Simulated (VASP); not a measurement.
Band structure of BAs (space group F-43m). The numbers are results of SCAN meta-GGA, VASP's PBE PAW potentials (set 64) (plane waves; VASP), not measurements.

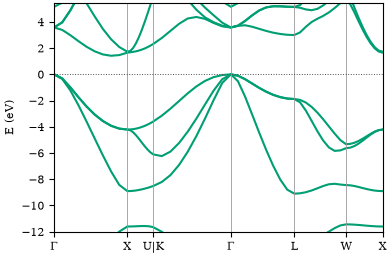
Figure. Bands along high-symmetry lines, zero at the valence-band maximum or, without a gap, the Fermi level

Problem. Read the plot: is there a gap, and where are the band edges?

Solution. The gap is indirect, 1.42 eV, from the valence maximum at Γ to the conduction minimum at Γ-X at 0.78.

The structure comes from a measured BAs entry (F-43m) of the Crystallography Open Database, whose conditions weren't checked. It was relaxed first.
